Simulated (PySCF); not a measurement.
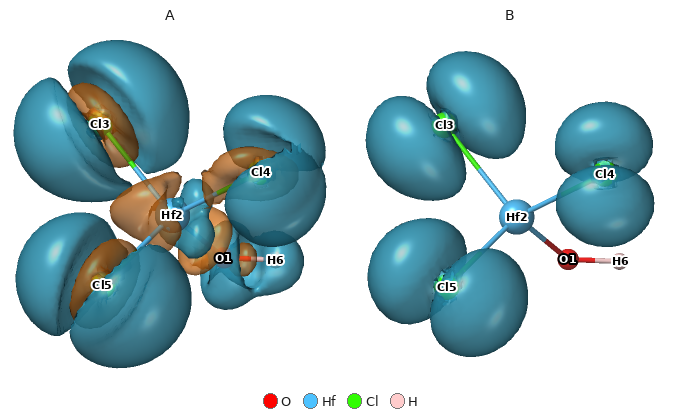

*Cl₃HHfO, SMILES `O[Hf](Cl)(Cl)Cl`. The Fukui function f⁻ from two separate SCF calculations and the density of the HOMO, at ±0.01 e/Å³ (light blue positive, orange negative).*

Computed with PySCF, ωB97X/def2-TZVP, geometry: GFN2-xTB. Core potentials replace the inner electrons of Hf; spin–orbit coupling isn't included. This is a single-reference result, which may miss multireference character in this system. No frequency check shows the geometry to be a minimum. GFN2-xTB bond lengths at metals and heavier atoms can be off by up to 0.1 Å and shapes distorted, which carries into these values.

Which panel is which, and how good is the frozen-orbital picture?

A is f⁻ (it has negative regions), B the HOMO density. The HOMO lies on Cl3 and Cl5 (37 % each), Cl4 (20 %) and Hf2 (6 %); f⁻ (Hirshfeld-condensed) is largest on Cl3 and Cl5 (0.33 each); the vertical ionisation energy is 11.80 eV (the stability of the cation's solution wasn't checked). Relaxation shifts 10 % of the electron between atoms. The orbital energy is −11.72 eV.
